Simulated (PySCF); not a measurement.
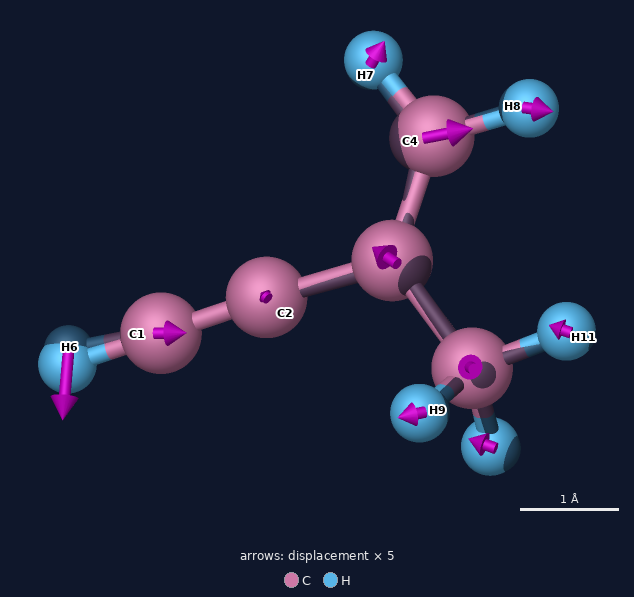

A relaxation of C5H6. The starting structure is drawn faded, the final one solid; purple arrows show the displacements, 5 times their true length. The two geometries are superimposed by the best rigid fit.

Style: ball-and-stick. Shown at a tilt.

The start comes from MMFF94s. Its atoms were then displaced at random by about 0.03 Å.

Level of theory: PySCF, PBE0-D3(BJ)/def2-SVP geometry optimisation, gas phase. 

> Atoms of which element are displaced furthest, and by how much?

Hydrogen: up to 0.15 Å, against 0.11 Å for carbon.

> What did the optimiser do to the structure, and how much energy did it gain?

The energy falls by 24.6 kcal/mol in 7 geometry steps. The largest move after the best rigid fit is that of an H atom, 0.15 Å. Largest moves by element: H 0.15 Å, C 0.11 Å. Some distances before and after: C–H 0.973 → 1.075 Å, C–H 1.012 → 1.102 Å, C–C 1.294 → 1.214 Å, C–H 1.029 → 1.092 Å. Bond angles that change, for instance: C–C–H 130.5° → 121.4°, C–C–C 112.0° → 120.8°, C–C–C 130.7° → 123.1°.
